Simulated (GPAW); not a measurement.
# Work function of C/Ru(0001) at several levels

Wanted: work functions and dipole of C/Ru(0001), with the cost of each level.

Method: GPAW, PAW setups; slab in vacuum, relaxation, in the first sound run; inputs show where later runs differ, in GPAW 26.7.0.

### Step 1. The starting structure

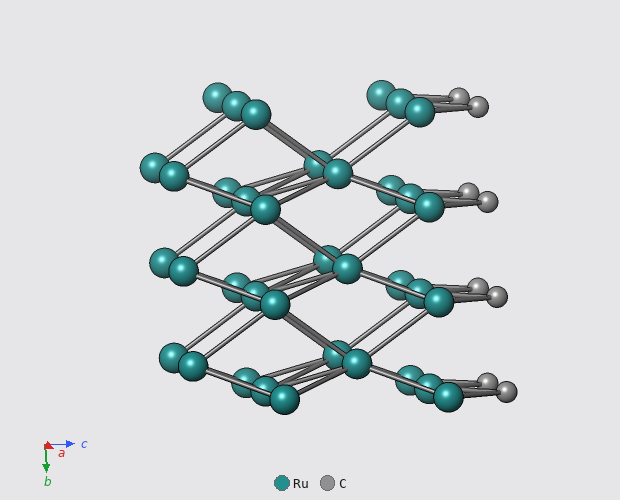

The cell as given, from the side, with the c axis across the page (ruthenium teal, carbon grey). 2×3×1 cells are drawn. Bonds to atoms that aren't drawn are left out. Some periodic images of atoms are drawn too.

The cell holds 5 atoms: 4 Ru and 1 C. Cell: a = 2.700 Å, b = 2.700 Å, c = 24.178 Å, α = 90.0°, β = 90.0°, γ = 60.0°. Vacuum lies along c.

### Step 2. Relaxation

The atoms are relaxed first, since the surface dipole, and with it the work function, follows the positions of the outer layers. The lowest 2 atoms are held at bulk positions and keep their forces.

run.py reads:

```python
import json
import numpy as np
from ase import Atoms
from ase.constraints import FixAtoms
from ase.optimize import BFGS
from gpaw import GPAW, PW

slab = Atoms(
    ['Ru', 'Ru', 'Ru', 'Ru', 'C'],
    positions=[
        [2.70000, 1.55885, 8.00000],
        [0.00000, 0.00000, 10.13840],
        [2.70000, 1.55885, 12.27680],
        [0.00000, 0.00000, 14.41520],
        [1.35000, 0.00000, 16.17756]],
    cell=[[2.7, 0.0, 0.0], [1.35, 2.33827, 0.0], [0.0, 0.0, 24.17756]],
    pbc=[True, True, False])

slab.calc = GPAW(mode=PW(500), xc='PBE', kpts={'size': (13, 13, 1), 'gamma': True},
                 occupations={'name': 'fermi-dirac', 'width': 0.1}, nbands='160%',
                 convergence={'density': 1e-05}, maxiter=200,
                 poissonsolver={'dipolelayer': 'xy'},
                 symmetry={'tolerance': 1e-3, 'extra_ids': [1, 1, 0, 0, 0]}, txt='slab.txt')
result = {}
slab.set_constraint(FixAtoms([0, 1]))
path = []
opt = BFGS(slab, maxstep=0.2)
opt.attach(lambda: path.append((slab.get_potential_energy(), slab.positions.tolist(), slab.get_forces().tolist())))
result['relaxed'] = bool(opt.run(fmax=0.03, steps=40))
result['path'] = path
energy = slab.get_potential_energy()
fermi = slab.calc.get_fermi_level()
v = slab.calc.get_electrostatic_potential().mean((0, 1)) - fermi
n = slab.calc.get_pseudo_density().mean((0, 1))
L = slab.cell[2, 2]
z = np.arange(len(v)) * L / len(v)
low, high = slab.positions[:, 2].min(), slab.positions[:, 2].max()
below, above = np.interp([low - 5.8, high + 5.8], z, v)
slopes = [np.interp(x, z, np.gradient(v, z)) for x in (low - 5.8, high + 5.8)]
eps = np.array([[slab.calc.get_eigenvalues(k, s) for k in range(len(slab.calc.get_ibz_k_points()))]
                for s in range(slab.calc.get_number_of_spins())]) - fermi
top, bottom = eps[eps < 0].max(), eps[eps > 0].min()
dipole = slab.get_dipole_moment()[2]
print(f'energy {energy:.4f} eV, Fermi level {fermi:.4f} eV, dipole {dipole:.5f} e A')
print(f'potential 5.8 A off the faces, from the Fermi level: lower {below:.4f} eV, upper {above:.4f} eV')
print(f'slope of the potential there: lower {slopes[0]:.5f}, upper {slopes[1]:.5f} eV/A')
print(f'nearest levels on the mesh: {top:.4f} and {bottom:.4f} eV')
print('magnetic moment', round(slab.get_magnetic_moment(), 3))
result.update(energy=energy, fermi=fermi, dipole=dipole, below=below, above=above, slopes=slopes, edges=[top, bottom],
              z=z.tolist(), v=v.tolist(), n=n.tolist(), positions=slab.positions.tolist(),
              forces=slab.get_forces(apply_constraint=False).tolist(), moments=slab.get_magnetic_moments().tolist())
json.dump(result, open('result.json', 'w'))
```

On the command line:

```bash
$ OMP_NUM_THREADS=1 OPENBLAS_NUM_THREADS=1 python run.py
```

Log:

```text
Step          Energy          fmax
BFGS:    0      -41.716515        3.216566
BFGS:    1      -41.955607        2.815275
BFGS:    2      -42.582111        0.333628
BFGS:    3      -42.586034        0.415319
BFGS:    4      -42.610194        0.668915
BFGS:    5      -42.684319        1.959241
BFGS:    6      -42.732344        1.501616
BFGS:    7      -42.935365        1.639235
BFGS:    8      -43.021654        1.008006
BFGS:    9      -43.064382        0.525499
BFGS:   10      -43.083392        0.352481
BFGS:   11      -43.088291        0.353868
BFGS:   12      -43.099577        0.468647
BFGS:   13      -43.113230        0.553491
BFGS:   14      -43.125709        0.426154
BFGS:   15      -43.132967        0.270687
[...]
BFGS:   21      -43.184998        0.267809
BFGS:   22      -43.186803        0.089780
BFGS:   23      -43.187106        0.098967
BFGS:   24      -43.187713        0.132973
BFGS:   25      -43.188979        0.160125
BFGS:   26      -43.190217        0.134633
BFGS:   27      -43.191095        0.055221
BFGS:   28      -43.191220        0.010519
energy -43.1127 eV, Fermi level 2.0378 eV, dipole -0.02282 e A
potential 5.8 A off the faces, from the Fermi level: lower 5.0170 eV, upper 5.6732 eV
slope of the potential there: lower -0.00001, upper 0.00004 eV/A
nearest levels on the mesh: -0.0026 and 0.0856 eV
magnetic moment 0.0
```

Wall time 82 min (1 thread of INTEL XEON PLATINUM 8581C at 2.10GHz (Emerald Rapids), shared host); peak memory 0.39 GiB.

Step by step (22 of 29):

```csv
step,energy less that of the first step (eV),largest force (eV/Å)
1,0.0000,3.2166
2,-0.2405,2.8153
4,-0.8702,0.4153
5,-0.8925,0.6689
6,-0.9573,1.9592
8,-1.2114,1.6392
9,-1.3001,1.0080
10,-1.3426,0.5255
12,-1.3653,0.3539
13,-1.3762,0.4686
14,-1.3891,0.5535
16,-1.4077,0.2707
17,-1.4106,0.2543
18,-1.4134,0.2321
20,-1.4379,0.5742
21,-1.4552,0.4986
22,-1.4635,0.2678
24,-1.4653,0.0990
25,-1.4657,0.1330
26,-1.4666,0.1601
28,-1.4683,0.0552
29,-1.4685,0.0105
```

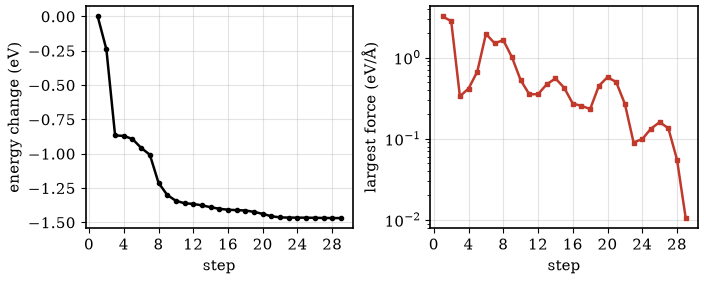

Energy and largest force along the relaxation.

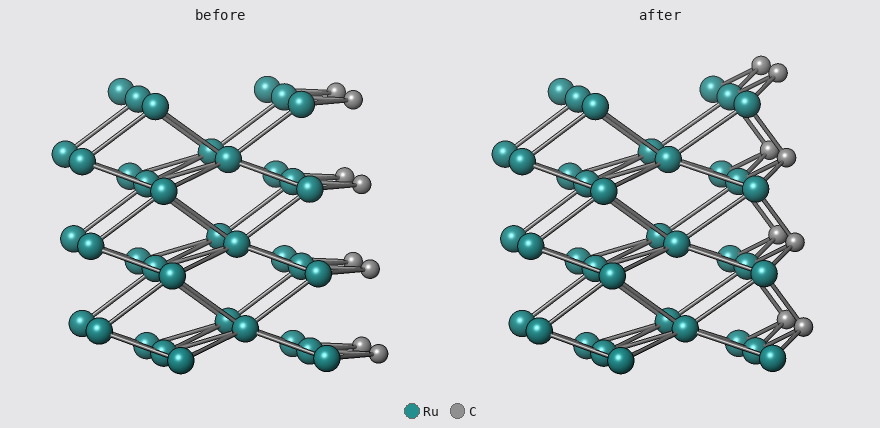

Before and after, at one scale. Bonds to atoms that aren't drawn are left out.

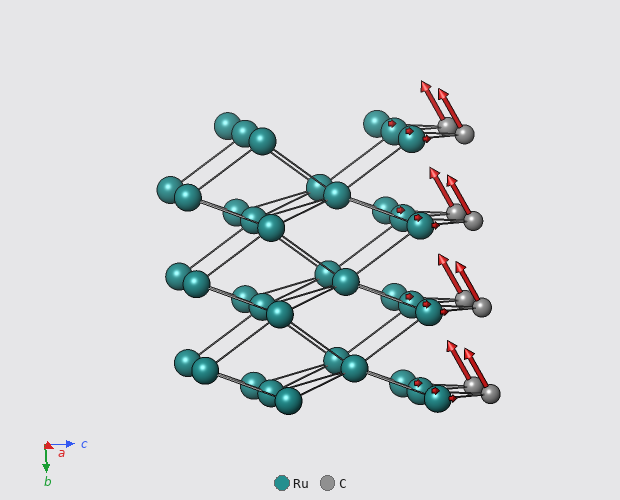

Displacements in the relaxation, exaggerated; the longest in the cell stands for 0.90 Å. Bonds to atoms that aren't drawn are left out. 2×3×1 cells are drawn. Some periodic images of atoms are drawn too.

The atoms that moved most (Å):

```csv
atom,dx,dy,dz,length
C5,0.000,-0.780,-0.442,0.897
Ru4,0.000,-0.001,0.168,0.168
```

The relaxed structure:

```xyz
5
Lattice="2.7000 0.0000 0.0000 1.3500 2.3383 0.0000 0.0000 0.0000 24.1776" Properties=species:S:1:pos:R:3
Ru    2.7000    1.5589    8.0000
Ru    0.0000    0.0000   10.1384
Ru    2.7000    1.5588   12.2758
Ru    0.0000   -0.0005   14.5830
C     1.3500   -0.7803   15.7357
```

Numbers from this step:

```
dipole along the normal                    : -0.02282 e·Å
levels nearest the Fermi level on the mesh : -0.002590, 0.08564 eV from the Fermi level
upper work function                        : 5.673 eV
lower work function                        : 5.017 eV
```

The electrostatic potential energy of an electron (without an applied field's), less the Fermi level, planar mean oscillates, so the rows of the table below give means over windows of 2.13 Å about each position, cut where the curve ends. Its maxima inside the range that stand out by 2 % of the span (Å: eV): 9.1: -1.89, 11.2: -2.01, 13.4: -0.781, 15.4: -11.7. Its minima: 8.0: -28.0, 10.2: -28.5, 12.3: -28.3, 14.6: -29.2, 15.7: -14.9.

Table of electrostatic potential energy of an electron (without an applied field's), less the Fermi level, planar mean by z; means over each step:

```csv
z (Å),"electrostatic potential energy of an electron (without an applied field's), less the Fermi level, planar mean (eV)"
1.06,5.05
3.19,5.02
5.32,4.81
7.46,-11.1
9.58,-13.6
11.71,-13.6
13.84,-12.5
15.97,-6.23
18.11,5.61
20.23,5.67
22.36,5.67
```

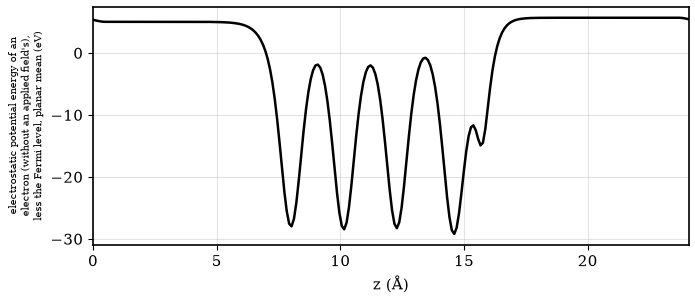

Electrostatic potential energy of an electron (without an applied field's), less the Fermi level, planar mean against z.

The pseudo valence density, planar mean oscillates, so the rows of the table below give means over windows of 2.13 Å about each position, cut where the curve ends. Its maxima inside the range that stand out by 2 % of the span (Å: e/Å³): 7.9: 2.62, 10.1: 2.60, 12.2: 2.57, 14.5: 2.62. Its minima: 9.1: 0.373, 11.2: 0.372, 13.3: 0.301.

The pseudo valence density, planar mean by z; means over each step:

```csv
z (Å),"pseudo valence density, planar mean (e/Å³)"
3.19,3.5e-5
5.32,0.00731
7.46,1.04
9.58,1.19
11.71,1.19
13.84,1.09
15.97,0.536
18.11,0.00402
20.23,3.1e-6
```

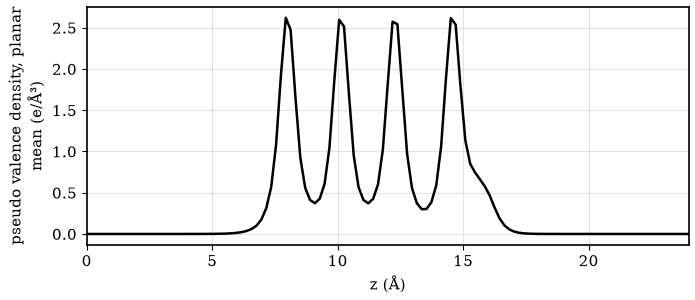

Pseudo valence density, planar mean, plotted against z.

The relaxation lowered the energy of the cell by 1.47 eV (energies extrapolated to zero smearing; the optimiser's log prints free energies). The largest force left on a free atom is 0.011 eV/Å.

### Step 3. Plane waves, PBE

With the geometry fixed, the planar mean of the potential gives the vacuum level on each side.

This step: GPAW, PAW setups; slab in vacuum (GPAW 26.7.0).

Changes to run.py since step 2:

```diff
@@ -3,4 +3,2 @@
 from ase import Atoms
-from ase.constraints import FixAtoms
-from ase.optimize import BFGS
 from gpaw import GPAW, PW
@@ -12,5 +10,5 @@
         [0.00000, 0.00000, 10.13840],
-        [2.70000, 1.55885, 12.27680],
-        [0.00000, 0.00000, 14.41520],
-        [1.35000, 0.00000, 16.17756]],
+        [2.70000, 1.55883, 12.27575],
+        [-0.00000, -0.00051, 14.58298],
+        [1.35000, -0.78034, 15.73567]],
     cell=[[2.7, 0.0, 0.0], [1.35, 2.33827, 0.0], [0.0, 0.0, 24.17756]],
@@ -22,10 +20,4 @@
                  poissonsolver={'dipolelayer': 'xy'},
-                 symmetry={'tolerance': 1e-3, 'extra_ids': [1, 1, 0, 0, 0]}, txt='slab.txt')
+                 symmetry={'tolerance': 1e-3}, txt='slab.txt')
 result = {}
-slab.set_constraint(FixAtoms([0, 1]))
-path = []
-opt = BFGS(slab, maxstep=0.2)
-opt.attach(lambda: path.append((slab.get_potential_energy(), slab.positions.tolist(), slab.get_forces().tolist())))
-result['relaxed'] = bool(opt.run(fmax=0.03, steps=40))
-result['path'] = path
 energy = slab.get_potential_energy()
```

Log:

```text
energy -43.1160 eV, Fermi level 2.0384 eV, dipole -0.02280 e A
potential 5.8 A off the faces, from the Fermi level: lower 5.0168 eV, upper 5.6718 eV
slope of the potential there: lower -0.00000, upper 0.00004 eV/A
nearest levels on the mesh: -0.0026 and 0.0858 eV
magnetic moment 0.0
```

The job ended after 83 s (1 thread; peak memory 0.26 GiB).

This step gave:

| Quantity | Value |
| --- | --- |
| dipole along the normal | -0.02280 e·Å |
| levels nearest the Fermi level on the mesh | -0.002613, 0.08581 eV from the Fermi level |
| upper work function | 5.672 eV |

The electrostatic potential energy of an electron (without an applied field's), less the Fermi level, planar mean oscillates, so the rows of the table below give means over windows of 2.13 Å about each position, cut where the curve ends. Its maxima inside the range that stand out by 2 % of the span (Å: eV): 9.1: -1.89, 11.2: -2.01, 13.4: -0.781, 15.4: -11.7. Its minima: 8.0: -28.0, 10.2: -28.5, 12.3: -28.3, 14.6: -29.2, 15.7: -14.9.

Electrostatic potential energy of an electron (without an applied field's), less the Fermi level, planar mean against z; means over each step:

```csv
z (Å),"electrostatic potential energy of an electron (without an applied field's), less the Fermi level, planar mean (eV)"
1.06,5.05
3.19,5.02
5.32,4.81
7.46,-11.1
9.58,-13.6
11.71,-13.6
13.84,-12.5
15.97,-6.23
18.11,5.61
20.23,5.67
22.36,5.67
```

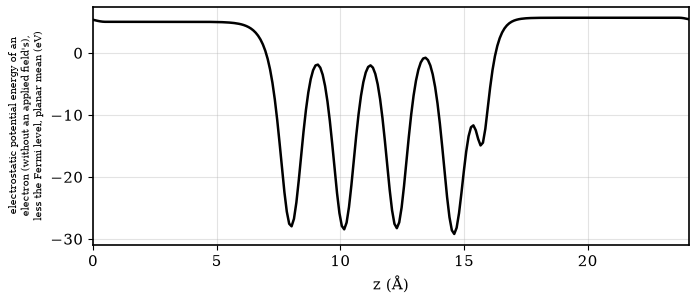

Electrostatic potential energy of an electron (without an applied field's), less the Fermi level, planar mean, plotted against z.

The pseudo valence density, planar mean oscillates, so the rows of the table below give means over windows of 2.13 Å about each position, cut where the curve ends. Its maxima inside the range that stand out by 2 % of the span (Å: e/Å³): 7.9: 2.62, 10.1: 2.60, 12.2: 2.57, 14.5: 2.62. Its minima: 9.1: 0.373, 11.2: 0.372, 13.3: 0.301.

Table of pseudo valence density, planar mean by z; means over each step:

```
z (Å)  pseudo valence density, planar mean (e/Å³)
 3.19                                      3.5e-5
 5.32                                     0.00731
 7.46                                        1.04
 9.58                                        1.19
11.71                                        1.19
13.84                                        1.09
15.97                                       0.536
18.11                                     0.00402
20.23                                      3.2e-6
```

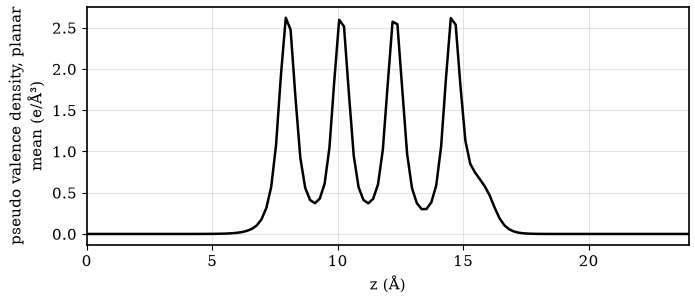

Pseudo valence density, planar mean against z.

Force by atom:

```csv
atom,x (eV/Å),y (eV/Å),z (eV/Å),size
Ru1,0.000,0.000,0.744,0.744
Ru2,0.000,0.000,-0.743,0.743
Ru3,0.000,0.000,-0.005,0.005
Ru4,0.000,0.000,0.017,0.017
C5,0.000,0.000,-0.011,0.011
```

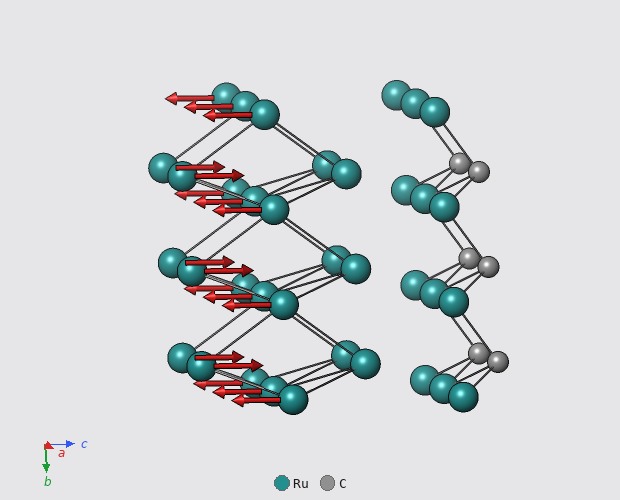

Force as arrows, the longest 0.744 eV/Å. Bonds to atoms that aren't drawn are left out. 2×3×1 cells are drawn. Some periodic images of atoms are drawn too.

The potential is flat to 3.7e-5 eV/Å where it is read, so the vacuum is wide enough.

### Step 4. Self-consistent run: xc = "LDA"

The same geometry under LDA, to see how far the functional moves the levels against the vacuum.

Changes to run.py since step 3:

```diff
@@ -16,3 +16,3 @@
 
-slab.calc = GPAW(mode=PW(500), xc='PBE', kpts={'size': (13, 13, 1), 'gamma': True},
+slab.calc = GPAW(mode=PW(500), xc='LDA', kpts={'size': (13, 13, 1), 'gamma': True},
                  occupations={'name': 'fermi-dirac', 'width': 0.1}, nbands='160%',
```

Log:

```text
energy -49.7302 eV, Fermi level 1.7513 eV, dipole -0.01885 e A
potential 5.8 A off the faces, from the Fermi level: lower 5.3767 eV, upper 5.9185 eV
slope of the potential there: lower 0.00002, upper 0.00000 eV/A
nearest levels on the mesh: -0.0079 and 0.0885 eV
magnetic moment 0.0
```

It took 77 s on 1 thread; peak memory 0.26 GiB.

This step gave:

```
dipole along the normal                    : -0.01885 e·Å
levels nearest the Fermi level on the mesh : -0.007876, 0.08850 eV from the Fermi level
upper work function                        : 5.919 eV
lower work function                        : 5.377 eV
```

The electrostatic potential energy of an electron (without an applied field's), less the Fermi level, planar mean oscillates, so the rows of the table below give means over windows of 2.13 Å about each position, cut where the curve ends. Its maxima inside the range that stand out by 2 % of the span (Å: eV): 9.1: -1.54, 11.2: -1.66, 13.4: -0.451, 15.4: -11.4. Its minima: 8.0: -27.8, 10.2: -28.2, 12.3: -28.1, 14.6: -29.0, 15.7: -14.7.

Table of electrostatic potential energy of an electron (without an applied field's), less the Fermi level, planar mean by z; means over each step:

```
z (Å)  electrostatic potential energy of an electron (without an applied field's), less the Fermi level, planar mean (eV)
 1.06                                                                                                                5.40
 3.19                                                                                                                5.38
 5.32                                                                                                                5.17
 7.46                                                                                                               -10.8
 9.58                                                                                                               -13.3
11.71                                                                                                               -13.3
13.84                                                                                                               -12.2
15.97                                                                                                               -6.01
18.11                                                                                                                5.86
20.23                                                                                                                5.92
22.36                                                                                                                5.92
```

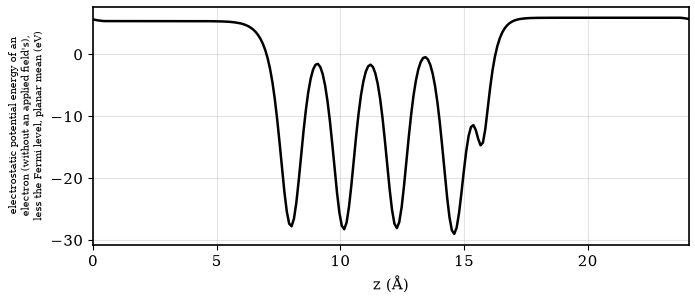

Electrostatic potential energy of an electron (without an applied field's), less the Fermi level, planar mean, plotted against z.

The pseudo valence density, planar mean oscillates, so the rows of the table below give means over windows of 2.13 Å about each position, cut where the curve ends. Its maxima inside the range that stand out by 2 % of the span (Å: e/Å³): 7.9: 2.62, 10.1: 2.59, 12.2: 2.57, 14.5: 2.61. Its minima: 9.1: 0.375, 11.2: 0.373, 13.3: 0.302.

Table of pseudo valence density, planar mean by z; means over each step:

| z (Å) | pseudo valence density, planar mean (e/Å³) |
| --- | --- |
| 3.19 | 3.1e-5 |
| 5.32 | 0.00737 |
| 7.46 | 1.04 |
| 9.58 | 1.19 |
| 11.71 | 1.19 |
| 13.84 | 1.09 |
| 15.97 | 0.536 |
| 18.11 | 0.00413 |
| 20.23 | 2.8e-6 |

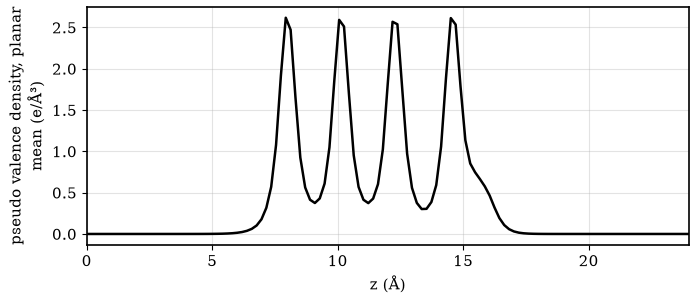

Pseudo valence density, planar mean, plotted against z.

Force by atom:

```
atom  x (eV/Å)  y (eV/Å)  z (eV/Å)  size
 Ru1      0.00      0.00      1.48  1.48
 Ru2      0.00      0.00     -0.75  0.75
 Ru3      0.00      0.00     -0.17  0.17
 Ru4      0.00      0.00      0.42  0.42
  C5      0.00      0.00     -0.98  0.98
```

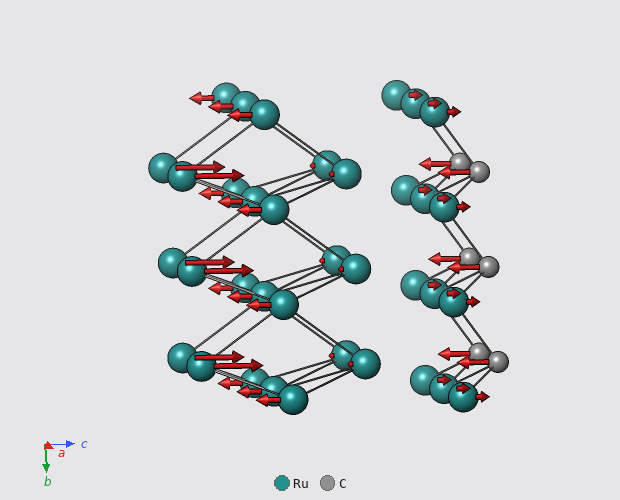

Force as arrows, the longest 1.48 eV/Å. Bonds to atoms that aren't drawn are left out. 2×3×1 cells are drawn. Some periodic images of atoms are drawn too.

The upper face's work function is 5.919 eV, against 5.672 eV in the first plane-wave PBE run at this geometry.

### Step 5. OptPBE vdW: xc = "optPBE-vdW"

The same geometry under optPBE-vdW, to see how far the functional moves the levels against the vacuum (the van der Waals functionals take revPBE setups).

Changes to run.py since step 4:

```diff
@@ -16,3 +16,3 @@
 
-slab.calc = GPAW(mode=PW(500), xc='LDA', kpts={'size': (13, 13, 1), 'gamma': True},
+slab.calc = GPAW(mode=PW(500), xc='optPBE-vdW', kpts={'size': (13, 13, 1), 'gamma': True},
                  occupations={'name': 'fermi-dirac', 'width': 0.1}, nbands='160%',
```

Log:

```text
energy -99.9081 eV, Fermi level 1.9028 eV, dipole -0.02505 e A
potential 5.8 A off the faces, from the Fermi level: lower 5.1884 eV, upper 5.9080 eV
slope of the potential there: lower -0.00005, upper 0.00004 eV/A
nearest levels on the mesh: -0.0002 and 0.0340 eV
magnetic moment 0.0
```

The job ended after 97 s (1 thread; peak memory 0.39 GiB).

Numbers from this step:

| Item | Value |
| --- | --- |
| dipole along the normal | -0.02505 e·Å |
| levels nearest the Fermi level on the mesh | -1.60e-4, 0.03400 eV from the Fermi level |
| upper work function | 5.908 eV |
| lower work function | 5.188 eV |

The upper face's work function is 5.908 eV, against 5.672 eV in the first plane-wave PBE run at this geometry.

(Continued in part 2 of 2.)

[Logs are printed without paths, hosts, clocks, repeated set-up lines and the standing remarks that a program may print on its own settings, such as how far it seeks lower states.]

[Hosts, paths, dates, database ids (printed as entryN), source tags and the programs' standing remarks are cut or masked in the printed files.]
